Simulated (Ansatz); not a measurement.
Amorphous Si24O51La2

It comes from a melt-quench run on a machine-learned potential (CHGNet), relaxed afterwards by DFT. O atoms were pushed apart under 1.9 Å during the dynamics, to hinder bonds among them. The hot cell started wider than the set density and was brought back towards it in steps. It is the lowest in DFT energy of 2 quenches. It is a model cell: composition and starting density were chosen by hand, and all elements were melted together. No dispersion term was used.

Methods: PBE, scalar-relativistic without spin-orbit coupling (Ansatz, an electronic-structure program); r2SCAN, scalar-relativistic without spin-orbit coupling (Ansatz); HSE06, scalar-relativistic without spin-orbit coupling (Ansatz). Geometry, pressure, stress and energy are those of the PBE run. Its sampling: a 2×2×2 Γ-centred mesh; Fermi-Dirac width 0.02 eV; no spin polarisation. Other functionals are single points at the zone centre (r2SCAN at 500 eV; exact exchange cut at the cell's faces), free to take moments where seeds were set. At PBE the levels at the filled edge of the gap are localised (band-tail or defect states), and the nearest spread-out levels lie 5.0 eV apart at the zone centre.

The number of atoms in the cell is 77. The density (volume relaxed, without dispersion) is 2.52 g/cm³, the volume per atom is 15.15 Å³ and the pressure on a 2×2×2 Γ-centred mesh is 0.04 GPa. The largest force and stress component on that mesh (the relaxation ran on the zone centre alone) comes out as 0.04 eV/Å and 0.1 GPa. The energy relative to alpha cristobalite + hexagonal La2O3 (lowest mix at this level among the phases computed, not always the ambient ones) comes out as 0.136 eV/atom. The level gap on a 2×2×2 Γ-centred mesh (PBE) comes out as 2.19 eV, the level gap at the zone centre (PBE) is 2.18 eV and the level gap at the zone centre (r2SCAN) is 2.72 eV. The level gap at the zone centre (HSE06) comes out as 3.80 eV.

Cut-offs for bonds: Si-Si 2.60 Å, Si-O 2.00 Å, Si-La 3.20 Å, O-O 1.58 Å, O-La 3.00 Å, La-La 3.96 Å. Two cations that share two anions don't count as bonded, nor two that share one unless they lie closer than Si-Si 2.38 Å, Si-La 3.11 Å, La-La 3.85 Å.

- Mean coordination of Si by anions = 4.00 (24 with 4)
- Mean coordination of O = 2.10 (1 with 1, 44 with 2, 6 with 3)
- Mean coordination of La by anions = 5.50 (1 with 5, 1 with 6)
- Mean Si-O bond = 1.643 Å (spread 0.045 Å, 96 counted)
- Mean O-La bond = 2.459 Å (spread 0.205 Å, 11 counted)

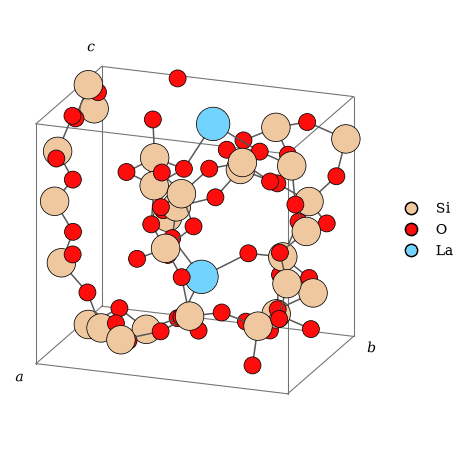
*The relaxed cell*

Its density started from a set value of 2.51 g/cm³. The simulated quench (nominally 320 K/ps over its main leg) is rapid and tends to freeze in more defects than a deposited or slowly cooled glass has. One small periodic cell is one sample of the glass; other quenches scatter about these values. Volume and shape were free in the relaxation.
